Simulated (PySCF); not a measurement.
# C₄H₆F₂O: NMR shifts and electronic excitations at several levels of theory

How much do the NMR shifts and electronic excitations of C₄H₆F₂O (`C[C@]1(C(F)F)CO1`) depend on the level of theory, and what does each level cost?

The runs use PySCF 2.14.0, with density-fitted response routines of our own; the level of theory stands in each step. All values are computed, except where a source is named. Atoms count from 0, in the outputs and in this text.

## 1. The molecule as given

13 atoms, charge 0, multiplicity 1; geometry from: GFN2-xTB. The atoms were then displaced at random by about 0.01 Å, so the start is not that level's minimum.

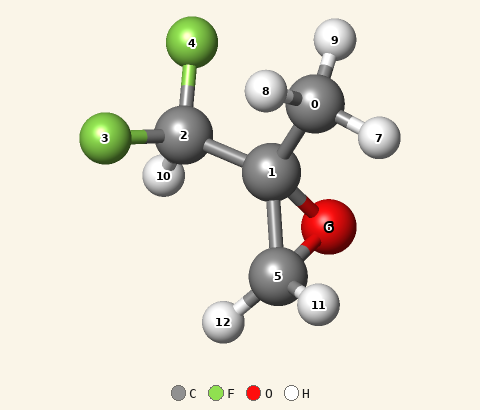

The starting geometry (carbon grey, fluorine green, oxygen red, hydrogen white), atoms numbered; sticks join atoms by distance.

## 2. Geometry optimisation at PBE0-D3(BJ)/def2-SVP

Job settings and geometry (Å):

```
{"job": {"xc": "PBE0", "basis": "def2-SVP", "d3": "d3bj", "grid": 1, "shake": 0.01, "kind": "geom"}, "charge": 0, "multiplicity": 1}
C     -0.980190    -1.040050     0.343770
C     -0.111100     0.072370    -0.196360
C      1.359140    -0.260150    -0.216780
F      1.922360    -0.177350     1.045280
F      1.598560    -1.531770    -0.630780
C     -0.460380     1.501500    -0.063070
O     -0.530140     0.826520    -1.288240
H     -2.023780    -0.695410     0.281580
H     -0.737250    -1.223920     1.391940
H     -0.877530    -1.920640    -0.242700
H      1.945560     0.416320    -0.848620
H     -1.396420     1.762190     0.402850
H      0.297010     2.253500     0.010810
```

The run is started by

```sh
> OMP_NUM_THREADS=1 python probes_run.py task.json out
```

This one command runs all jobs of the session in turn.

Standard output:

```text
step   0  E = -430.13502587  max force = 0.035878
step   1  E = -430.13960598  max force = 0.012412
step   2  E = -430.14012958  max force = 0.005205
step   3  E = -430.14026413  max force = 0.001960
step   4  E = -430.14029933  max force = 0.001228
step   5  E = -430.14032520  max force = 0.001617
step   6  E = -430.14034942  max force = 0.001967
step   7  E = -430.14036630  max force = 0.001188
step   8  E = -430.14036929  max force = 0.000707
step   9  E = -430.14036830  max force = 0.000673
step  10  E = -430.14036752  max force = 0.000713
step  11  E = -430.14036859  max force = 0.000309
optimisation converged
```

Wall time 73 s (1 thread of Arm Neoverse V2, shared host); peak memory 0.51 GiB.

Relaxation path:

| step | energy from step 0 (eV) | largest force component (eV/Å) |
| --- | --- | --- |
| 0 | 0.0000 | 1.8449 |
| 1 | -0.1246 | 0.6383 |
| 2 | -0.1389 | 0.2677 |
| 3 | -0.1425 | 0.1008 |
| 4 | -0.1435 | 0.0631 |
| 5 | -0.1442 | 0.0831 |
| 6 | -0.1449 | 0.1011 |
| 7 | -0.1453 | 0.0611 |
| 8 | -0.1454 | 0.0364 |
| 9 | -0.1454 | 0.0346 |
| 10 | -0.1454 | 0.0367 |
| 11 | -0.1454 | 0.0159 |

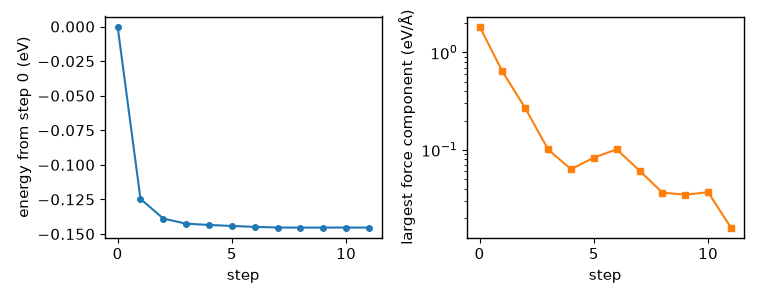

Energy and largest force along the relaxation.

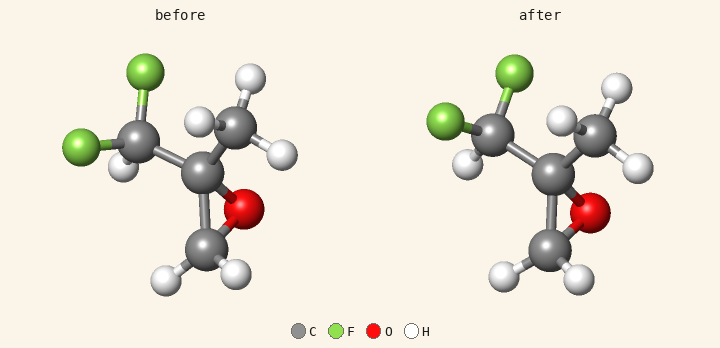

The geometry before (left) and after (right).

Close pairs (by a distance rule), those that changed most:

| bond | before (Å) | after (Å) | change (Å) |
| --- | --- | --- | --- |
| C0–H9 | 1.063 | 1.099 | +0.036 |
| C2–F3 | 1.385 | 1.352 | -0.032 |
| C5–H12 | 1.070 | 1.098 | +0.028 |
| C1–O6 | 1.392 | 1.413 | +0.021 |
| C5–H11 | 1.078 | 1.097 | +0.019 |
| C1–C5 | 1.477 | 1.464 | -0.013 |
| C0–C1 | 1.511 | 1.501 | -0.011 |
| C5–O6 | 1.401 | 1.410 | +0.010 |

The next job starts from the end point, and lists it.

| at the end point | value |
| --- | --- |
| point group (found at 0.08 Å tolerance) | C1 |
| rotational constants (GHz, main isotopes) | 4.008, 2.089, 2.048 |
| dipole moment (D) | 2.01 |

## 3. Nuclear shieldings: PBE0/6-31G*

Job settings and geometry (Å):

```
{"job": {"kind": "nmr", "xc": "PBE0", "basis": "6-31G*", "pop": true}, "charge": 0, "multiplicity": 1}
C     -1.101564    -0.905201     0.288955
C     -0.075376     0.098584    -0.148330
C      1.346830    -0.400202    -0.189061
F      1.755008    -0.727302     1.058064
F      1.427014    -1.515557    -0.946544
C     -0.276631     1.540369     0.006021
O     -0.399701     0.917150    -1.253322
H     -2.102402    -0.453804     0.280601
H     -0.875024    -1.264465     1.303189
H     -1.095547    -1.767154    -0.393192
H      2.029988     0.358554    -0.608602
H     -1.210341     1.892340     0.461987
H      0.583633     2.212024     0.127851
```

Method: GIAO PBE0/6-31G* NMR shielding, non-relativistic, gas phase.

Standard output:

```text
coarse grid: 11328 points
cycle   1  E = -430.3398980357  dE =  1.096e+00  |g| = 8.590e-01  |ddm| = 3.349e+00
cycle   2  E = -430.1663424875  dE =  1.736e-01  |g| = 1.322e+00  |ddm| = 1.518e+00
cycle   3  E = -430.4718887118  dE = -3.055e-01  |g| = 1.139e-01  |ddm| = 9.916e-01
cycle   4  E = -430.4740883242  dE = -2.200e-03  |g| = 5.199e-02  |ddm| = 1.196e-01
cycle   5  E = -430.4745782004  dE = -4.899e-04  |g| = 1.069e-02  |ddm| = 4.297e-02
cycle   6  E = -430.4745999141  dE = -2.171e-05  |g| = 3.223e-03  |ddm| = 1.217e-02
cycle   7  E = -430.4746021520  dE = -2.238e-06  |g| = 5.429e-04  |ddm| = 3.175e-03
final grid: 111480 points
cycle   8  E = -430.4443571769  dE = -2.535e-05  |g| = 1.116e-02  |ddm| = 2.260e-02
cycle   9  E = -430.4443257070  dE =  3.147e-05  |g| = 1.730e-02  |ddm| = 2.029e-02
cycle  10  E = -430.4443820598  dE = -5.635e-05  |g| = 1.496e-03  |ddm| = 1.220e-02
cycle  11  E = -430.4443825307  dE = -4.710e-07  |g| = 2.637e-04  |ddm| = 1.397e-03
cycle  12  E = -430.4443825408  dE = -1.010e-08  |g| = 1.099e-04  |ddm| = 2.679e-04
cycle  13  E = -430.4443825428  dE = -1.986e-09  |g| = 1.966e-05  |ddm| = 8.541e-05
cycle  14  E = -430.4443825429  dE = -8.481e-11  |g| = 5.748e-06  |ddm| = 2.230e-05
converged SCF energy = -430.4443825429

GIAO shielding tensors (ppm)
atom      isotropic    diamagn.    paramagn.     s11        s22        s33       span
  0 C      180.530     249.396     -68.865    163.899    180.674    197.018     33.119
  1 C      143.860     242.893     -99.033     96.980    147.499    187.101     90.120
  2 C       78.888     239.139    -160.251     63.733     83.674     89.257     25.524
  3 F      331.687     471.701    -140.014    238.460    351.961    404.640    166.180
  4 F      329.432     471.231    -141.799    237.153    349.233    401.910    164.757
  5 C      147.273     254.460    -107.187    111.361    153.076    177.383     66.022
  6 O      312.319     392.676     -80.358    163.008    385.399    388.549    225.541
  7 H       31.595      29.717       1.878     26.603     29.908     38.274     11.671
  8 H       30.468      29.372       1.096     26.036     28.812     36.557     10.521
  9 H       30.158      29.346       0.812     25.714     28.882     35.878     10.164
 10 H       26.959      27.447      -0.488     24.554     25.707     30.615      6.061
 11 H       29.590      30.042      -0.452     24.653     27.698     36.421     11.768
 12 H       29.537      29.877      -0.340     24.779     27.334     36.498     11.718
```

It took 10 s on 1 thread of Arm Neoverse V2, shared host; peak memory 0.64 GiB.

Shifts follow as δ = σ(reference) − σ, with reference shieldings (ppm) from runs at the same level and on the same kind of geometry: ¹H TMS 31.96, ¹³C TMS 194.1, ¹⁹F CFCl3 198.9, ¹⁷O H2O 324.2. The references are single molecules in the gas phase, so shifts against H2O, NH3, PH3, H3PO4 or CFCl3 are not on the usual liquid scales and can be off by tens of ppm. Atoms listed in one row are averaged.

| atoms | environment | σ (ppm) | δ (ppm) |
| --- | --- | --- | --- |
| C2 | sp3 CH bonded to 2 F | 78.9 | 115.3 |
| C1 | epoxide ring carbon | 143.9 | 50.3 |
| C5 | epoxide ring carbon | 147.3 | 46.9 |
| C0 | methyl carbon | 180.5 | 13.6 |
| H10 | hydrogen on an sp3 CH bonded to 2 F | 26.96 | 5.00 |
| H12 | hydrogen on an epoxide ring carbon | 29.54 | 2.43 |
| H11 | hydrogen on an epoxide ring carbon | 29.59 | 2.37 |
| H7, H8, H9 | hydrogen on a methyl carbon | 30.74 | 1.22 |
| F4 | fluorine of a CF2 group | 329.4 | -130.5 |
| F3 | fluorine of a CF2 group | 331.7 | -132.8 |
| O6 | ether oxygen | 312.3 | 11.9 |

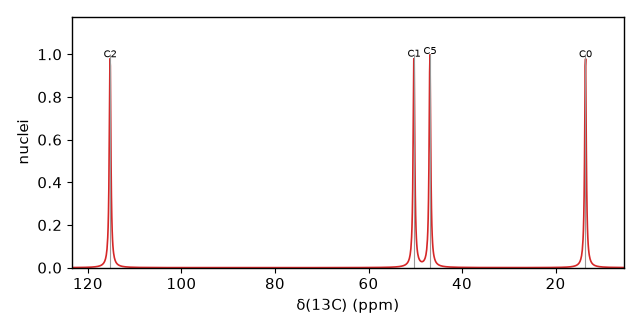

¹³C lines at the computed shifts, without couplings. Lines are broadened to a width of 0.41 ppm (Lorentzian).

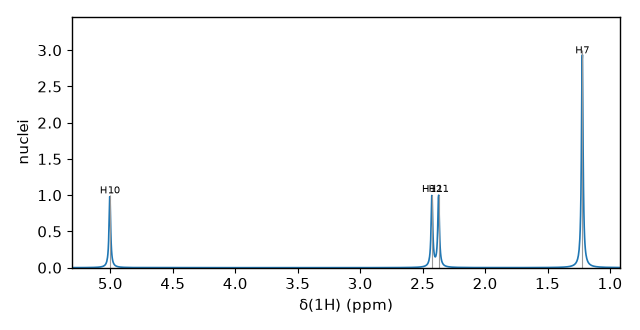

¹H lines at the computed shifts, without couplings. Lines are broadened to a width of 0.02 ppm (Lorentzian).

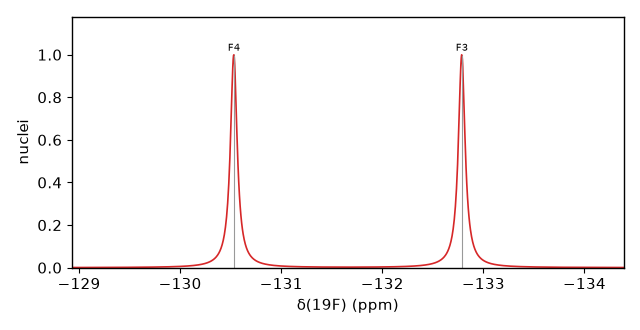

¹⁹F lines at the computed shifts, without couplings. Lines are broadened to a width of 0.08 ppm (Lorentzian).

The run also stored atomic charges by several schemes (e):

| atoms | Mulliken | IAO | Hirshfeld | ESP fit |
| --- | --- | --- | --- | --- |
| C0 | -0.57 | -0.44 | -0.10 | -0.63 |
| C1 | 0.19 | 0.18 | 0.05 | 0.27 |
| C2 | 0.52 | 0.44 | 0.14 | 0.09 |
| F3 | -0.32 | -0.30 | -0.11 | -0.14 |
| F4 | -0.32 | -0.29 | -0.10 | -0.12 |
| C5 | -0.17 | -0.09 | -0.01 | -0.18 |
| O6 | -0.45 | -0.39 | -0.17 | -0.27 |

ESP fit charges:

C0 -0.63; C1 0.27; C2 0.09; F3 -0.14; F4 -0.12; C5 -0.18; O6 -0.27; H7 0.19; H8 0.19; H9 0.21; H10 0.12; H11 0.15; H12 0.12

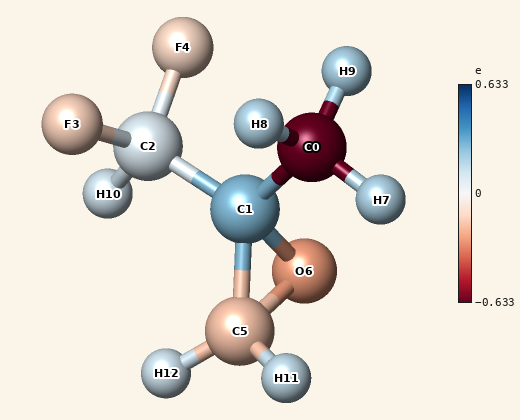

ESP fit charges, as colours on the atoms.

Mayer bond orders: C0–C1 1.01, C1–C2 0.94, C2–F3 0.94, C2–F4 0.94, C1–C5 0.97, C5–O6 0.94, O6–C1 0.84.

Ring of atoms C1, C5, O6: NICS(0) -47.6, NICS(1) -6.3, NICS(1)zz -21.4 ppm (means of both faces). The ring holds saturated atoms, so no π current runs round it: these values come from its σ bonds, any local π bonds and neighbouring rings, and say nothing of aromaticity.

In rings of three or four atoms NICS is ruled by the nearby σ bonds, so it says little on aromaticity.

## 4. Nuclear shieldings: PBE0/6-311+G(2d,p)

Same as in step 3 but for these lines:

```diff
@@ -1,2 +1,2 @@
-{"job": {"kind": "nmr", "xc": "PBE0", "basis": "6-31G*", "pop": true}, "charge": 0, "multiplicity": 1}
+{"job": {"kind": "nmr", "xc": "PBE0", "basis": "6-311+G(2d,p)", "pop": true}, "charge": 0, "multiplicity": 1}
 C     -1.101564    -0.905201     0.288955
```

Method: GIAO PBE0/6-311+G(2d,p) NMR shielding, non-relativistic, gas phase.

Standard output:

```text
coarse grid: 11328 points
cycle   1  E = -430.4533100828  dE =  1.101e+00  |g| = 8.492e-01  |ddm| = 3.533e+00
cycle   2  E = -430.2649064860  dE =  1.884e-01  |g| = 1.369e+00  |ddm| = 2.465e+00
cycle   3  E = -430.5744206771  dE = -3.095e-01  |g| = 1.272e-01  |ddm| = 1.826e+00
cycle   4  E = -430.5767709715  dE = -2.350e-03  |g| = 6.529e-02  |ddm| = 1.387e-01
cycle   5  E = -430.5774880832  dE = -7.171e-04  |g| = 1.301e-02  |ddm| = 7.184e-02
cycle   6  E = -430.5775141164  dE = -2.603e-05  |g| = 4.127e-03  |ddm| = 1.268e-02
cycle   7  E = -430.5775176253  dE = -3.509e-06  |g| = 5.273e-04  |ddm| = 4.432e-03
final grid: 111480 points
cycle   8  E = -430.5907101743  dE = -6.704e-05  |g| = 1.120e-02  |ddm| = 9.057e-02
cycle   9  E = -430.5906739836  dE =  3.619e-05  |g| = 1.811e-02  |ddm| = 2.047e-02
cycle  10  E = -430.5907327235  dE = -5.874e-05  |g| = 1.719e-03  |ddm| = 1.522e-02
cycle  11  E = -430.5907333076  dE = -5.841e-07  |g| = 3.948e-04  |ddm| = 1.930e-03
cycle  12  E = -430.5907333316  dE = -2.406e-08  |g| = 1.650e-04  |ddm| = 4.418e-04
cycle  13  E = -430.5907333355  dE = -3.835e-09  |g| = 2.978e-05  |ddm| = 1.091e-04
cycle  14  E = -430.5907333356  dE = -1.520e-10  |g| = 8.254e-06  |ddm| = 4.394e-05
converged SCF energy = -430.5907333356

GIAO shielding tensors (ppm)
atom      isotropic    diamagn.    paramagn.     s11        s22        s33       span
  0 C      174.338     250.804     -76.466    156.819    174.015    192.179     35.360
  1 C      132.698     231.598     -98.900     84.416    136.359    177.319     92.904
  2 C       66.764     247.751    -180.986     50.796     71.462     78.035     27.239
  3 F      310.797     462.016    -151.219    202.979    336.114    393.298    190.319
  4 F      314.801     454.279    -139.479    211.019    335.563    397.820    186.801
  5 C      137.465     256.900    -119.434    100.172    144.943    167.282     67.110
  6 O      298.628     384.028     -85.401    137.602    375.666    382.615    245.014
  7 H       31.092      30.131       0.960     26.133     29.206     37.937     11.803
  8 H       29.892      30.547      -0.655     25.478     28.013     36.186     10.708
  9 H       29.683      30.436      -0.754     25.268     28.342     35.438     10.170
 10 H       26.471      29.002      -2.530     24.272     25.495     29.647      5.375
 11 H       29.093      31.907      -2.814     24.106     27.241     35.931     11.825
 12 H       29.053      31.979      -2.926     24.254     26.985     35.919     11.665
```

Wall time 28 s (1 thread of Arm Neoverse V2, shared host); peak memory 0.97 GiB.

This run: δ C2 119.7, C1 53.7, C5 49.0, C0 12.1, H10 5.04, H12 2.46 ppm.

## 5. NMR shieldings: PBE0/def2-SVP

Same as in step 4 but for these lines:

```diff
@@ -1,2 +1,2 @@
-{"job": {"kind": "nmr", "xc": "PBE0", "basis": "6-311+G(2d,p)", "pop": true}, "charge": 0, "multiplicity": 1}
+{"job": {"kind": "nmr", "xc": "PBE0", "basis": "def2-SVP", "pop": true}, "charge": 0, "multiplicity": 1}
 C     -1.101564    -0.905201     0.288955
```

Level: GIAO PBE0/def2-SVP NMR shielding, non-relativistic, gas phase.

Standard output:

```text
coarse grid: 11328 points
cycle   1  E = -429.9354622767  dE =  1.046e+00  |g| = 8.482e-01  |ddm| = 3.710e+00
cycle   2  E = -429.7632770307  dE =  1.722e-01  |g| = 1.306e+00  |ddm| = 1.811e+00
cycle   3  E = -430.0638337781  dE = -3.006e-01  |g| = 1.120e-01  |ddm| = 1.188e+00
cycle   4  E = -430.0658035896  dE = -1.970e-03  |g| = 5.628e-02  |ddm| = 1.361e-01
cycle   5  E = -430.0663868480  dE = -5.833e-04  |g| = 9.598e-03  |ddm| = 5.297e-02
cycle   6  E = -430.0664028320  dE = -1.598e-05  |g| = 3.490e-03  |ddm| = 1.256e-02
cycle   7  E = -430.0664055429  dE = -2.711e-06  |g| = 4.291e-04  |ddm| = 3.688e-03
final grid: 111480 points
cycle   8  E = -430.1323958868  dE = -2.904e-05  |g| = 1.069e-02  |ddm| = 2.828e-02
cycle   9  E = -430.1323645749  dE =  3.131e-05  |g| = 1.686e-02  |ddm| = 2.198e-02
cycle  10  E = -430.1324186399  dE = -5.406e-05  |g| = 1.365e-03  |ddm| = 1.397e-02
cycle  11  E = -430.1324190400  dE = -4.001e-07  |g| = 2.473e-04  |ddm| = 1.496e-03
cycle  12  E = -430.1324190486  dE = -8.666e-09  |g| = 1.026e-04  |ddm| = 2.906e-04
cycle  13  E = -430.1324190504  dE = -1.715e-09  |g| = 1.903e-05  |ddm| = 8.779e-05
cycle  14  E = -430.1324190504  dE = -7.560e-11  |g| = 5.436e-06  |ddm| = 2.575e-05
converged SCF energy = -430.1324190504

GIAO shielding tensors (ppm)
atom      isotropic    diamagn.    paramagn.     s11        s22        s33       span
  0 C      181.372     244.648     -63.276    164.561    182.281    197.275     32.714
  1 C      142.864     257.152    -114.288     93.853    148.263    186.475     92.622
  2 C       76.617     241.318    -164.700     59.886     81.947     88.018     28.133
  3 F      334.152     471.834    -137.682    240.053    350.217    412.187    172.134
  4 F      331.956     470.573    -138.616    239.174    346.814    409.881    170.707
  5 C      146.289     253.368    -107.079    109.907    153.055    175.906     65.999
  6 O      313.201     392.139     -78.939    156.688    389.246    393.668    236.979
  7 H       31.056      29.696       1.360     26.034     29.019     38.113     12.079
  8 H       29.928      29.541       0.386     25.418     28.077     36.289     10.871
  9 H       29.620      29.201       0.419     25.095     28.260     35.506     10.410
 10 H       26.637      29.077      -2.441     24.328     25.469     30.113      5.785
 11 H       29.198      31.088      -1.890     24.051     27.387     36.155     12.105
 12 H       29.125      30.933      -1.808     24.195     27.038     36.143     11.949
```

Wall time 11 s (1 thread of Arm Neoverse V2, shared host); peak memory 0.69 GiB.

This run: δ C2 117.1, C1 50.9, C5 47.4, C0 12.3, H10 4.71, H12 2.22 ppm.

## 6. NMR shieldings: PBE0/def2-TZVP

Same as in step 5 but for these lines:

```diff
@@ -1,2 +1,2 @@
-{"job": {"kind": "nmr", "xc": "PBE0", "basis": "def2-SVP", "pop": true}, "charge": 0, "multiplicity": 1}
+{"job": {"kind": "nmr", "xc": "PBE0", "basis": "def2-TZVP", "pop": true}, "charge": 0, "multiplicity": 1}
 C     -1.101564    -0.905201     0.288955
```

Method: GIAO PBE0/def2-TZVP NMR shielding, non-relativistic, gas phase.

Standard output:

```text
coarse grid: 11328 points
cycle   1  E = -430.5074200707  dE =  1.089e+00  |g| = 8.578e-01  |ddm| = 2.892e+00
cycle   2  E = -430.3199641178  dE =  1.875e-01  |g| = 1.376e+00  |ddm| = 1.335e+00
cycle   3  E = -430.6297125928  dE = -3.097e-01  |g| = 1.256e-01  |ddm| = 8.941e-01
cycle   4  E = -430.6319867423  dE = -2.274e-03  |g| = 6.619e-02  |ddm| = 1.211e-01
cycle   5  E = -430.6327244006  dE = -7.377e-04  |g| = 1.287e-02  |ddm| = 4.868e-02
cycle   6  E = -430.6327505864  dE = -2.619e-05  |g| = 4.023e-03  |ddm| = 1.163e-02
cycle   7  E = -430.6327538848  dE = -3.298e-06  |g| = 5.508e-04  |ddm| = 3.235e-03
final grid: 111480 points
cycle   8  E = -430.6327771826  dE = -8.594e-05  |g| = 1.085e-02  |ddm| = 7.235e-02
cycle   9  E = -430.6327449155  dE =  3.227e-05  |g| = 1.732e-02  |ddm| = 1.493e-02
cycle  10  E = -430.6327985452  dE = -5.363e-05  |g| = 1.724e-03  |ddm| = 9.998e-03
cycle  11  E = -430.6327991241  dE = -5.789e-07  |g| = 3.758e-04  |ddm| = 1.578e-03
cycle  12  E = -430.6327991459  dE = -2.182e-08  |g| = 1.648e-04  |ddm| = 3.637e-04
cycle  13  E = -430.6327991497  dE = -3.799e-09  |g| = 2.927e-05  |ddm| = 1.149e-04
cycle  14  E = -430.6327991499  dE = -1.490e-10  |g| = 8.176e-06  |ddm| = 3.301e-05
converged SCF energy = -430.6327991499

GIAO shielding tensors (ppm)
atom      isotropic    diamagn.    paramagn.     s11        s22        s33       span
  0 C      173.910     244.935     -71.025    156.303    173.628    191.799     35.496
  1 C      132.247     246.402    -114.155     83.106    135.851    177.784     94.678
  2 C       63.697     238.692    -174.996     46.832     68.902     75.356     28.525
  3 F      311.646     468.700    -157.054    203.436    337.720    393.783    190.347
  4 F      314.465     467.258    -152.792    210.393    336.640    396.363    185.969
  5 C      137.571     251.869    -114.298    100.000    144.707    168.007     68.007
  6 O      300.735     391.541     -90.806    139.509    377.982    384.714    245.204
  7 H       31.085      29.712       1.374     26.166     29.222     37.868     11.703
  8 H       29.872      29.545       0.327     25.459     28.014     36.141     10.682
  9 H       29.667      29.390       0.276     25.302     28.336     35.362     10.059
 10 H       26.488      28.931      -2.444     24.340     25.555     29.568      5.228
 11 H       29.081      30.981      -1.901     24.110     27.257     35.875     11.765
 12 H       29.018      30.974      -1.956     24.232     26.962     35.861     11.628
```

Run time: 35 s. Hardware: 1 thread of Arm Neoverse V2, shared host; peak memory 1 GiB.

In short: δ C2 123.0, C1 54.4, C5 49.1, C0 12.7, H10 4.99, H12 2.46 ppm.

## 7. Nuclear shieldings: PBE0/cc-pVDZ

Same as in step 6 but for these lines:

```diff
@@ -1,2 +1,2 @@
-{"job": {"kind": "nmr", "xc": "PBE0", "basis": "def2-TZVP", "pop": true}, "charge": 0, "multiplicity": 1}
+{"job": {"kind": "nmr", "xc": "PBE0", "basis": "cc-pVDZ", "pop": true}, "charge": 0, "multiplicity": 1}
 C     -1.101564    -0.905201     0.288955
```

With the program's defaults for keys left out, this is: GIAO PBE0/cc-pVDZ NMR shielding, non-relativistic, gas phase.

Standard output:

```text
coarse grid: 11328 points
cycle   1  E = -430.3378020305  dE =  1.132e+00  |g| = 8.537e-01  |ddm| = 6.344e+00
cycle   2  E = -430.1625474363  dE =  1.753e-01  |g| = 1.317e+00  |ddm| = 2.594e+00
cycle   3  E = -430.4665543089  dE = -3.040e-01  |g| = 1.153e-01  |ddm| = 1.577e+00
cycle   4  E = -430.4687224509  dE = -2.168e-03  |g| = 5.576e-02  |ddm| = 2.104e-01
cycle   5  E = -430.4692913158  dE = -5.689e-04  |g| = 1.026e-02  |ddm| = 7.501e-02
cycle   6  E = -430.4693102990  dE = -1.898e-05  |g| = 3.513e-03  |ddm| = 1.954e-02
cycle   7  E = -430.4693129815  dE = -2.682e-06  |g| = 5.279e-04  |ddm| = 5.658e-03
final grid: 111480 points
cycle   8  E = -430.4768541862  dE = -2.913e-05  |g| = 1.075e-02  |ddm| = 5.652e-02
cycle   9  E = -430.4768244665  dE =  2.972e-05  |g| = 1.669e-02  |ddm| = 3.518e-02
cycle  10  E = -430.4768777142  dE = -5.325e-05  |g| = 1.523e-03  |ddm| = 2.042e-02
cycle  11  E = -430.4768782067  dE = -4.924e-07  |g| = 2.818e-04  |ddm| = 2.511e-03
cycle  12  E = -430.4768782182  dE = -1.151e-08  |g| = 1.165e-04  |ddm| = 4.562e-04
cycle  13  E = -430.4768782204  dE = -2.194e-09  |g| = 1.941e-05  |ddm| = 1.592e-04
cycle  14  E = -430.4768782204  dE = -7.810e-11  |g| = 6.569e-06  |ddm| = 4.002e-05
converged SCF energy = -430.4768782204

GIAO shielding tensors (ppm)
atom      isotropic    diamagn.    paramagn.     s11        s22        s33       span
  0 C      183.323     247.245     -63.922    165.891    183.779    200.300     34.409
  1 C      142.485     251.153    -108.668     94.631    145.823    187.002     92.372
  2 C       79.538     243.781    -164.242     63.092     84.665     90.857     27.765
  3 F      328.781     471.743    -142.963    233.389    349.814    403.138    169.748
  4 F      328.362     470.989    -142.627    233.214    348.731    403.141    169.927
  5 C      149.599     254.422    -104.823    114.018    156.579    178.200     64.182
  6 O      308.648     393.678     -85.030    156.360    382.273    387.311    230.951
  7 H       30.984      29.988       0.996     26.076     28.960     37.915     11.839
  8 H       29.810      29.967      -0.157     25.299     27.981     36.150     10.851
  9 H       29.561      29.632      -0.071     25.105     28.195     35.384     10.278
 10 H       26.527      29.442      -2.915     24.187     25.219     30.176      5.989
 11 H       29.099      31.262      -2.163     23.942     27.315     36.041     12.098
 12 H       29.044      31.262      -2.218     24.065     26.991     36.076     12.011
```

Wall time 12 s (1 thread of Arm Neoverse V2, shared host); peak memory 0.72 GiB.

This run: δ C2 117.2, C1 54.3, C5 47.2, C0 13.4, H10 4.76, H12 2.25 ppm.

(Part 1 of 2 ends here.)
